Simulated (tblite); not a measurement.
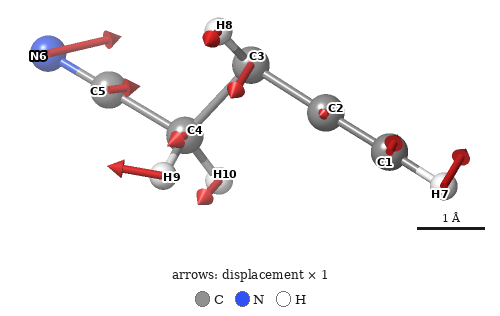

A relaxation of C₅H₄N (multiplicity 2). The starting structure is drawn; red arrows show the displacements, at their true length. The two geometries are superimposed by the best rigid fit.

A ball-and-stick model, seen from a free direction.

Method: GFN2-xTB geometry optimisation, gas phase (tblite 0.8.0). 

What did the optimiser do to the structure, and how much energy did it gain?

The largest move after the best rigid fit is that of N6, 1.27 Å. By element the largest moves are N 1.27 Å, H 1.06 Å, C 0.92 Å. Near-neighbour distances that change, for instance: C2–C3 1.460 → 1.359 Å, C3–H8 1.137 → 1.079 Å, C4–H10 1.126 → 1.093 Å, C3–C4 1.518 → 1.495 Å. Among the angles between lasting bonds that change: C2–C3–H8 103.5° → 119.7°, C2–C3–C4 106.4° → 121.9°, C4–C3–H8 105.2° → 118.2°. The energy falls by 98.5 kJ/mol in 97 geometry steps. Cost: 0.18 s on 1 thread of AMD EPYC 9R45 96-Core Processor (shared host).
